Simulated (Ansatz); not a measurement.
# CH3Al+ (doublet): one geometry, many settings

What do other methods and options give for CH3Al+ (doublet) at this geometry, and how long do they take?

Computed with Ansatz 0.2.0, Gaussian basis. Level: the settings change from run to run.

31 further runs of the same task are left out: 2 for a known fault of the program, 17 that didn't finish, 12 set aside as unsound or not needed. Runs told in other sessions of the task aren't counted.

### 1 The geometry

The geometry is a PBE0/def2-TZVP stationary point (not a proven minimum) of the parent state, kept for this charge and spin.

5 atoms, charge 1, spin multiplicity 2.

Atoms are counted from 1 here; the program's logs count them from 0.

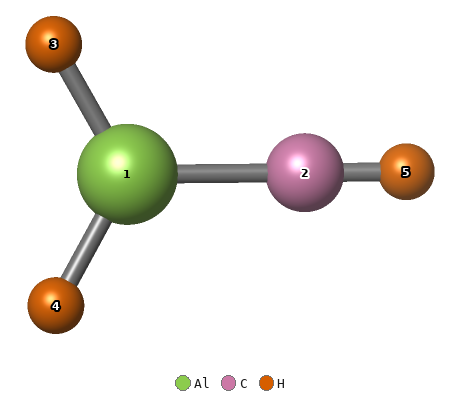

The geometry (aluminium green, carbon pink, hydrogen orange); atoms are numbered from 1 in the order of the file.

As a file:

```xyz
5
CH3Al
Al    0.0000    0.0000    0.5743
C     0.0000    0.0000   -1.3152
H     0.0000    1.3820    1.3476
H     0.0000   -1.3820    1.3476
H     0.0000    0.0000   -2.3973
```

### 2 MRCISD+Q(relaxed)(1,4)/STO-3G

Contents of in.yaml:

```yaml
crystal:
  periodic: [false, false, false]
  atoms:
    - {symbol: Al, position_ang: [0.000000, 0.000000, 0.574312]}
    - {symbol: C, position_ang: [0.000000, 0.000000, -1.315163]}
    - {symbol: H, position_ang: [0.000000, 1.382040, 1.347560]}
    - {symbol: H, position_ang: [0.000000, -1.382040, 1.347560]}
    - {symbol: H, position_ang: [0.000000, 0.000000, -2.397288]}
basis:
  gaussian: {orbitals: STO-3G}
total_charge: 1
magnetization: {spin_polarized: false, initial_magnetization: 1}
correlation: {method: fic_mrcisd_q_relaxed, electrons: all, active_space: {window: {electrons: 1, orbitals: 4}}}
accuracy: high
```

Started as:

```
ansatz run in.yaml --threads 1 --pin off --events-out ev --progress --plain --max-ram 2393MiB
```

The log of the run, cut to the lines that bear on the results:

```text
Functional definition: HF
  name "HF"
  cite "Fock, Z. Phys. 61, 126 (1930) doi:10.1007/BF01340294"
  parent pbe
[...]
288 factors; integrals over basis functions are off by at most 1.2e-8 eV
[...]
mean field -7559.58897136 eV, -277.8097706240 hartree, gradient 4.2e-8 eV, S^2 0.750000; 6 other end points of the search recorded, 0 dependent functions left out
reference -7559.58897136 eV, -277.8097706240 hartree; 11, 10 occupied and 6, 7 virtual orbitals, 288 factors
state -7559.58897136 eV, -277.8097706240 hartree
contracted CI cycle   1: correlation 0.00000000 eV, 0.0000000000 hartree, residual 1.14e1 eV
contracted CI cycle   2: correlation -2.31246503 eV, -0.0849815224 hartree, residual 3.40e0 eV
contracted CI cycle   3: correlation -2.46702519 eV, -0.0906615036 hartree, residual 1.04e0 eV
contracted CI cycle   4: correlation -2.49366800 eV, -0.0916406087 hartree, residual 4.33e-1 eV
contracted CI cycle   5: correlation -2.49986230 eV, -0.0918682451 hartree, residual 2.10e-1 eV
contracted CI cycle   6: correlation -2.50106216 eV, -0.0919123391 hartree, residual 1.09e-1 eV
contracted CI cycle   7: correlation -2.50133213 eV, -0.0919222602 hartree, residual 3.50e-2 eV
contracted CI cycle   8: correlation -2.50135755 eV, -0.0919231943 hartree, residual 1.12e-2 eV
contracted CI cycle   9: correlation -2.50135938 eV, -0.0919232616 hartree, residual 3.61e-3 eV
contracted CI cycle  10: correlation -2.50135956 eV, -0.0919232683 hartree, residual 1.05e-3 eV
contracted CI cycle  11: correlation -2.50135958 eV, -0.0919232690 hartree, residual 3.82e-4 eV
contracted CI cycle  12: correlation -2.50135958 eV, -0.0919232691 hartree, residual 1.36e-4 eV
contracted CI cycle  13: correlation -2.50135958 eV, -0.0919232691 hartree, residual 5.15e-5 eV
contracted CI cycle  14: correlation -2.50135958 eV, -0.0919232691 hartree, residual 1.95e-5 eV
contracted CI cycle  15: correlation -2.50135958 eV, -0.0919232691 hartree, residual 7.43e-6 eV
contracted CI cycle  16: correlation -2.50135958 eV, -0.0919232691 hartree, residual 2.74e-6 eV
state -7559.58897136 eV, -277.8097706240 hartree; corrected -7562.29293407 eV, -277.9091394208 hartree
WARN: 3 active orbitals are nearly empty or full. The corrections depend on them more than the energy does, and are more stable in an active space without them
Total energy: -7562.29293407 eV, -277.9091394208 hartree
```

Run time: 1 s. Hardware: 1 thread of Intel Xeon Platinum 8259CL at 2.50GHz, shared host.

From the report: 2 determinants; active occupations 1.00, 0.00, 0.00, 0.00. The report marks this result as in doubt.

### 3 CCSD/def2-mTZVP

in.yaml: that of step 2 with these lines changed.

```diff
@@ -9,6 +9,6 @@
 basis:
-  gaussian: {orbitals: STO-3G}
+  gaussian: {orbitals: def2-mTZVP}
 total_charge: 1
 magnetization: {spin_polarized: false, initial_magnetization: 1}
-correlation: {method: fic_mrcisd_q_relaxed, electrons: all, active_space: {window: {electrons: 1, orbitals: 4}}}
-accuracy: high
+hamiltonian: {xc: {name: PBE0}}
+correlation: {method: ccsd, electrons: outside_noble_gas}
```

The command is unchanged.

The log of the run, cut to the lines that bear on the results:

```text
Functional definition: PBE0
  name "PBE0"
  cite "Adamo & Barone, J. Chem. Phys. 110, 6158 (1999) doi:10.1063/1.478522"
  cite "Perdew, Burke & Ernzerhof, Phys. Rev. Lett. 77, 3865 (1996) doi:10.1103/PhysRevLett.77.3865"
  parent pbe
[...]
476 factors; integrals over basis functions are off by at most 1.2e-3 eV
[...]
mean field -7665.04935480 eV, -281.6853682317 hartree, gradient 4.6e-6 eV, S^2 0.750000; 4 other end points of the search recorded, 0 dependent functions left out
[...]
6 core orbitals not correlated: weight in the atoms' cores, before any rotation towards them, 1.000 or more for the frozen orbitals, at most 0.000 for the correlated occupied ones
reference -7648.73454611 eV, -281.0858100710 hartree; 5, 4 occupied and 39, 40 virtual orbitals, 476 factors
second order -3.86816182 eV of doubles, -0.44283993 eV of singles
cycle   1  -4.48256304 eV  change   -1.9e-1 eV  update   1.2e-1
[...]
cycle  15  -4.88629878 eV  change    9.2e-6 eV  update   4.3e-6
Total energy: -7653.62084489 eV, -281.2653782390 hartree
```

Run time: 5.5 s. Hardware: 1 thread of Intel Xeon Platinum 8259CL at 2.50GHz, shared host.

From the report: correlation -4.8863 eV; T1 0.029; largest double amplitude 0.07. The orbitals are Kohn-Sham ones, so correlation energy and T1 don't compare with those on Hartree-Fock orbitals.

### 4 CCSD on UHF/cc-pVDZ

in.yaml: that of step 3 with these lines changed.

```diff
@@ -9,6 +9,5 @@
 basis:
-  gaussian: {orbitals: def2-mTZVP}
+  gaussian: {orbitals: cc-pVDZ}
 total_charge: 1
-magnetization: {spin_polarized: false, initial_magnetization: 1}
-hamiltonian: {xc: {name: PBE0}}
-correlation: {method: ccsd, electrons: outside_noble_gas}
+magnetization: {spin_polarized: true, initial_magnetization: 1}
+correlation: {method: ccsd, electrons: valence}
```

Same command.

The log of the run, cut to the lines that bear on the results:

```text
Functional definition: HF
  name "HF"
  cite "Fock, Z. Phys. 61, 126 (1930) doi:10.1007/BF01340294"
  parent pbe
[...]
443 factors; integrals over basis functions are off by at most 9.2e-4 eV
[...]
mean field -7649.26281724 eV, -281.1052236770 hartree, gradient 2.4e-6 eV, S^2 0.760229; 10 other end points of the search recorded, 0 dependent functions left out
determinant -7649.26281724 eV, -281.1052236770 hartree, with singles and doubles -7654.05121212 eV, -281.2811939432 hartree
determinant -7648.87050302 eV, -281.0908063952 hartree, with singles and doubles -7653.52395268 eV, -281.2618175162 hartree
determinant -7647.10019661 eV, -281.0257488347 hartree, with singles and doubles -7651.77818394 eV, -281.1976616981 hartree
determinant -7646.13982529 eV, -280.9904558397 hartree, with singles and doubles -7651.44805441 eV, -281.1855296618 hartree
determinant -7646.00580096 eV, -280.9855305365 hartree, with singles and doubles -7651.17046399 eV, -281.1753284022 hartree
determinant -7649.26281724 eV, -281.1052236770 hartree, with singles and doubles -7654.05483383 eV, -281.2813270386 hartree
determinant -7648.87050302 eV, -281.0908063952 hartree, with singles and doubles -7653.52448056 eV, -281.2618369153 hartree
6 core orbitals not correlated: weight in the atoms' cores, before any rotation towards them, 1.000 or more for the frozen orbitals, at most 0.000 for the correlated occupied ones
reference -7649.26281724 eV, -281.1052236770 hartree; 5, 4 occupied and 36, 37 virtual orbitals, 443 factors
second order -3.66214801 eV of doubles, -0.00000000 eV of singles
cycle   1  -4.79202028 eV  change   -3.7e-6 eV  update   3.7e-6
Total energy: -7654.05483753 eV, -281.2813271744 hartree
```

It took 5.5 s on 1 thread of Intel Xeon Platinum 8259CL at 2.50GHz, shared host.

From the report: ⟨S²⟩ of the determinant 0.760 (pure doublet: 0.75); correlation -4.7920 eV; T1 0.041; largest double amplitude 0.06.

### 5 BCCD on ROHF/cc-pVDZ

in.yaml: that of step 4 with these lines changed.

```diff
@@ -11,3 +11,4 @@
 total_charge: 1
-magnetization: {spin_polarized: true, initial_magnetization: 1}
-correlation: {method: ccsd, electrons: valence}
+magnetization: {spin_polarized: false, initial_magnetization: 1}
+correlation: {method: bccd, electrons: outside_noble_gas}
+scf: {lower_state_search: light}
```

Same command.

The log of the run, cut to the lines that bear on the results:

```text
Functional definition: HF
  name "HF"
  cite "Fock, Z. Phys. 61, 126 (1930) doi:10.1007/BF01340294"
  parent pbe
[...]
443 factors; integrals over basis functions are off by at most 9.2e-4 eV
[...]
mean field -7649.15323436 eV, -281.1011965803 hartree, gradient 2.1e-6 eV, S^2 0.750000; 10 other end points of the search recorded, 0 dependent functions left out
[...]
determinant -7649.15323436 eV, -281.1011965803 hartree, with singles and doubles -7654.04890518 eV, -281.2811091648 hartree
determinant -7648.75037729 eV, -281.0863918562 hartree, with singles and doubles -7653.52203920 eV, -281.2617471969 hartree
determinant -7645.57184540 eV, -280.9695829637 hartree, with singles and doubles -7651.15830702 eV, -281.1748816416 hartree
determinant -7649.15323436 eV, -281.1011965803 hartree, with singles and doubles -7654.05306102 eV, -281.2812618889 hartree
determinant -7648.75037729 eV, -281.0863918562 hartree, with singles and doubles -7653.52259242 eV, -281.2617675273 hartree
6 core orbitals not correlated: weight in the atoms' cores, before any rotation towards them, 1.000 or more for the frozen orbitals, at most 0.000 for the correlated occupied ones
reference -7649.15323436 eV, -281.1011965803 hartree; 5, 4 occupied and 36, 37 virtual orbitals, 443 factors
second order -3.70069043 eV of doubles, -0.06921637 eV of singles
cycle   1  -4.89356108 eV  change    6.3e-3 eV  update   1.8e-2
[...]
cycle  13  -4.88342900 eV  change   -1.2e-6 eV  update   3.7e-6
Total energy: -7654.03666335 eV, -281.2806592858 hartree
```

Wall time 4.3 s (1 thread of Intel Xeon Platinum 8259CL at 2.50GHz, shared host).

From the report: correlation -4.8834 eV; largest double amplitude 0.06.

### 6 CISD/cc-pVDZ

in.yaml: that of step 5 with these lines changed.

```diff
@@ -12,3 +12,3 @@
 magnetization: {spin_polarized: false, initial_magnetization: 1}
-correlation: {method: bccd, electrons: outside_noble_gas}
-scf: {lower_state_search: light}
+correlation: {active_space: {ras: {orbitals: [4, 1, 36], electrons: 9, max_holes: 2, max_particles: 2}, fixed_orbitals: true}}
+output: {forces: true}
```

The command is unchanged.

The log of the run, cut to the lines that bear on the results:

```text
Functional definition: HF
  name "HF"
  cite "Fock, Z. Phys. 61, 126 (1930) doi:10.1007/BF01340294"
  parent pbe
[...]
443 factors; integrals over basis functions are off by at most 9.2e-4 eV
[...]
mean field -7649.15323436 eV, -281.1011965803 hartree, gradient 2.1e-6 eV, S^2 0.750000; 10 other end points of the search recorded, 0 dependent functions left out
reference -7649.15323436 eV, -281.1011965803 hartree; 11, 10 occupied and 36, 37 virtual orbitals, 443 factors
state -7653.72016506 eV, -281.2690281881 hartree
[...]
Total energy: -7653.72016506 eV, -281.2690281881 hartree
Atom 0 at     0.000000     0.000000     0.574312 Å, force     0.000000     0.000000     3.329685 eV/Å
Atom 1 at     0.000000     0.000000    -1.315163 Å, force    -0.000000     0.000000    -1.348698 eV/Å
Atom 2 at     0.000000     1.382040     1.347560 Å, force     0.000000     0.099115    -0.579306 eV/Å
Atom 3 at     0.000000    -1.382040     1.347560 Å, force    -0.000000    -0.099115    -0.579306 eV/Å
Atom 4 at     0.000000     0.000000    -2.397288 Å, force     0.000000    -0.000000    -0.822375 eV/Å
Dipole moment:    -0.000000     0.000000    -0.709863 e Å
```

Wall time 4.7 s (1 thread of Intel Xeon Platinum 8259CL at 2.50GHz, shared host).

From the report: 15,768 determinants.

### 7 CISD/STO-3G

in.yaml: that of step 6 with these lines changed.

```diff
@@ -9,6 +9,6 @@
 basis:
-  gaussian: {orbitals: cc-pVDZ}
+  gaussian: {orbitals: STO-3G}
 total_charge: 1
 magnetization: {spin_polarized: false, initial_magnetization: 1}
-correlation: {active_space: {ras: {orbitals: [4, 1, 36], electrons: 9, max_holes: 2, max_particles: 2}, fixed_orbitals: true}}
-output: {forces: true}
+correlation: {active_space: {ras: {orbitals: [10, 1, 6], electrons: 21, max_holes: 2, max_particles: 2}, fixed_orbitals: true}}
+accuracy: high
```

The command is unchanged.

The log of the run:

```text
Functional definition: HF
  name "HF"
  cite "Fock, Z. Phys. 61, 126 (1930) doi:10.1007/BF01340294"
  parent pbe
  exchange = exact_x
  correlation = 0
288 factors; integrals over basis functions are off by at most 1.2e-8 eV
mean field evaluation 1: about -7558.7516 eV, gradient 1.2e1 eV
mean field evaluation 2: about -7558.7447 eV, gradient 1.2e1 eV
mean field evaluation 4: about -7559.5855 eV, gradient 7.1e-1 eV
mean field evaluation 8: about -7559.5890 eV, gradient 1.1e-2 eV
mean field evaluation 16: about -7559.2242 eV, gradient 7.2e-3 eV
mean field evaluation 32: about -7559.2242 eV, gradient 1.2e-1 eV
mean field -7559.58897136 eV, -277.8097706240 hartree, gradient 4.2e-8 eV, S^2 0.750000; 6 other end points of the search recorded, 0 dependent functions left out
reference -7559.58897136 eV, -277.8097706240 hartree; 11, 10 occupied and 6, 7 virtual orbitals, 288 factors
state -7562.10287951 eV, -277.9021550445 hartree
Total energy: -7562.10287951 eV, -277.9021550445 hartree
```

Wall time 0.87 s (1 thread of Intel Xeon Platinum 8259CL at 2.50GHz, shared host).

From the report: 2,871 determinants.

### 8 NEVPT2(1,5)/6-31G

in.yaml: that of step 7 with these lines changed.

```diff
@@ -9,6 +9,7 @@
 basis:
-  gaussian: {orbitals: STO-3G}
+  gaussian: {orbitals: 6-31G}
 total_charge: 1
 magnetization: {spin_polarized: false, initial_magnetization: 1}
-correlation: {active_space: {ras: {orbitals: [10, 1, 6], electrons: 21, max_holes: 2, max_particles: 2}, fixed_orbitals: true}}
+correlation: {method: sc_nevpt2, electrons: outside_noble_gas, active_space: {window: {electrons: 1, orbitals: 5}, states: [{multiplicity: 2, weights: [1, 1]}]}}
 accuracy: high
+scf: {lower_state_search: off}
```

Launched as before.

The log of the run, cut to the lines that bear on the results:

```text
Functional definition: HF
  name "HF"
  cite "Fock, Z. Phys. 61, 126 (1930) doi:10.1007/BF01340294"
  parent pbe
[...]
655 factors; integrals over basis functions are off by at most 3.8e-9 eV
[...]
mean field -7647.80026426 eV, -281.0514758463 hartree, gradient 2.7e-8 eV, S^2 0.750000; 0 other end points of the search recorded, 0 dependent functions left out
reference -7647.80026426 eV, -281.0514758463 hartree; 11, 10 occupied and 17, 18 virtual orbitals, 655 factors
state -7647.79579030 eV, -281.0513114312 hartree
state -7647.36866649 eV, -281.0356149208 hartree
state -7647.79579030 eV, -281.0513114312 hartree; corrected -7649.87878130 eV, -281.1278599388 hartree
state -7647.36866649 eV, -281.0356149208 hartree; corrected -7649.40137704 eV, -281.1103156556 hartree
WARN: 3 active orbitals are nearly empty or full. The corrections depend on them more than the energy does, and are more stable in an active space without them
Total energy: -7649.64007917 eV, -281.1190877972 hartree
Checks for a lower state left out: stability, starts, cluster_reference, orbital_swaps, neighbouring_geometries, increment
```

Wall time 0.72 s (1 thread of Intel Xeon Platinum 8259CL at 2.50GHz, shared host).

From the report: 2 determinants; active occupations (of the averaged states) 0.50, 0.50, 0.00, 0.00, 0.00. The report marks this result as in doubt.

### 9 CISD/cc-pVDZ

Contents of in.yaml:

```yaml
crystal:
  periodic: [false, false, false]
  atoms:
    - {symbol: Al, position_ang: [0.000000, 0.000000, 0.574312]}
    - {symbol: C, position_ang: [0.000000, 0.000000, -1.315163]}
    - {symbol: H, position_ang: [0.000000, 1.382040, 1.347560]}
    - {symbol: H, position_ang: [0.000000, -1.382040, 1.347560]}
    - {symbol: H, position_ang: [0.000000, 0.000000, -2.397288]}
basis:
  gaussian: {orbitals: cc-pVDZ}
total_charge: 1
magnetization: {spin_polarized: false, initial_magnetization: 1}
hamiltonian: {pseudopotentials: {relativity: scalar}}
correlation: {active_space: {ras: {orbitals: [4, 1, 36], electrons: 9, max_holes: 2, max_particles: 2}, fixed_orbitals: true}}
scf: {lower_state_search: full}
output: {forces: true}
```

Same command.

The log of the run, cut to the lines that bear on the results:

```text
Functional definition: HF
  name "HF"
  cite "Fock, Z. Phys. 61, 126 (1930) doi:10.1007/BF01340294"
  parent pbe
[...]
443 factors; integrals over basis functions are off by at most 9.2e-4 eV
[...]
mean field -7660.27845872 eV, -281.5100410347 hartree, gradient 2.1e-6 eV, S^2 0.750000; 15 other end points of the search recorded, 0 dependent functions left out
reference -7660.27845872 eV, -281.5100410347 hartree; 11, 10 occupied and 36, 37 virtual orbitals, 443 factors
state -7664.84649851 eV, -281.6779134005 hartree
[...]
Total energy: -7664.84649851 eV, -281.6779134005 hartree
Relativity: scalar
Atom 0 at     0.000000     0.000000     0.574312 Å, force    -0.000000     0.000000     3.324138 eV/Å
Atom 1 at     0.000000     0.000000    -1.315163 Å, force    -0.000000     0.000000    -1.335146 eV/Å
Atom 2 at     0.000000     1.382040     1.347560 Å, force     0.000000     0.087925    -0.586268 eV/Å
Atom 3 at     0.000000    -1.382040     1.347560 Å, force    -0.000000    -0.087925    -0.586268 eV/Å
Atom 4 at     0.000000     0.000000    -2.397288 Å, force     0.000000    -0.000000    -0.816456 eV/Å
Dipole moment:    -0.000000    -0.000000    -0.708518 e Å
```

It took 4.9 s on 1 thread of Intel Xeon Platinum 8259CL at 2.50GHz, shared host.

From the report: 15,768 determinants.

### 10 HF (ROHF)/cc-pVDZ

Contents of in.yaml:

```yaml
crystal:
  periodic: [false, false, false]
  atoms:
    - {symbol: Al, position_ang: [0.000000, 0.000000, 0.574312]}
    - {symbol: C, position_ang: [0.000000, 0.000000, -1.315163]}
    - {symbol: H, position_ang: [0.000000, 1.382040, 1.347560]}
    - {symbol: H, position_ang: [0.000000, -1.382040, 1.347560]}
    - {symbol: H, position_ang: [0.000000, 0.000000, -2.397288]}
basis:
  gaussian: {orbitals: cc-pVDZ, fitting: {mean_field: def2-universal-jkfit}}
total_charge: 1
magnetization: {spin_polarized: false, initial_magnetization: 1}
hamiltonian: {xc: hf}
output: {forces: true, orbitals: {seedname: orbitals}}
```

The command is unchanged.

The log of the run, cut to the lines that bear on the results:

```text
Functional definition: HF
  name "HF"
  cite "Fock, Z. Phys. 61, 126 (1930) doi:10.1007/BF01340294"
  parent pbe
[...]
257 factors; integrals over basis functions are off by at most 4.0e-1 eV
[...]
mean field -7649.15351030 eV, -281.1012067209 hartree, gradient 1.3e-5 eV, S^2 0.750000; 3 other end points of the search recorded, 0 dependent functions left out
[...]
reference -7649.15351030 eV, -281.1012067209 hartree; 11, 10 occupied and 36, 37 virtual orbitals, 257 factors
Total energy: -7649.15351030 eV, -281.1012067209 hartree
Atom 0 at     0.000000     0.000000     0.574312 Å, force     0.000000    -0.000000     4.024419 eV/Å
Atom 1 at     0.000000     0.000000    -1.315163 Å, force     0.000000     0.000000    -2.288224 eV/Å
Atom 2 at     0.000000     1.382040     1.347560 Å, force    -0.000000     0.015931    -0.701492 eV/Å
Atom 3 at     0.000000    -1.382040     1.347560 Å, force    -0.000000    -0.015931    -0.701492 eV/Å
Atom 4 at     0.000000     0.000000    -2.397288 Å, force    -0.000000    -0.000000    -0.333211 eV/Å
Dipole moment:    -0.000000     0.000000    -0.867708 e Å
```

Run time: 0.42 s. Hardware: 1 thread of Intel Xeon Platinum 8259CL at 2.50GHz, shared host.

### 11 All runs side by side

Where basis and cores are those of an earlier UCCSDT(Q)/cc-pVDZ run (-7654.2328 eV), and the records show the same count of frozen orbitals and kind of state, the miss against it is given; a blank cell means that this couldn't be shown. † marks a result that the program doubts.

```
                                       level         correlated  functions  energy (eV)  from UCCSDT(Q) (meV)    time
             MRCISD+Q(relaxed)(1,4)/STO-3G †                all         17   -7562.2929                           1 s
          CCSD/def2-mTZVP (on PBE0 orbitals)  outside noble gas         50   -7653.6208                         5.5 s
                         CCSD on UHF/cc-pVDZ            valence         47   -7654.0548                 178.0   5.5 s
                        BCCD on ROHF/cc-pVDZ  outside noble gas         47   -7654.0367                 196.1   4.3 s
                                CISD/cc-pVDZ            valence         47   -7653.7202                         4.7 s
                                 CISD/STO-3G                all         17   -7562.1029                        0.87 s
NEVPT2(1,5)/6-31G (mean of several states) †  outside noble gas         28   -7649.6401                        0.72 s
               CISD/cc-pVDZ (relativity set)            valence         47   -7664.8465                         4.9 s
                           HF (ROHF)/cc-pVDZ                            47   -7649.1535                5079.3  0.42 s
```

### 12 Summary of results

```
quantity                                      value
    runs                                          9
quickest                  HF (ROHF)/cc-pVDZ, 0.42 s
 slowest  CCSD/def2-mTZVP (on PBE0 orbitals), 5.5 s
```

**Reading.** Total energies in different bases, with other cores or another treatment of relativity can't be set against each other. CCSD/def2-mTZVP (on PBE0 orbitals) took 13 times as long as HF (ROHF)/cc-pVDZ; the jobs differ in more than the method. Among the correlated runs with a miss given, it spans +178 to +196 meV. Hartree-Fock, CASSCF and CASCI lack dynamic correlation by design.
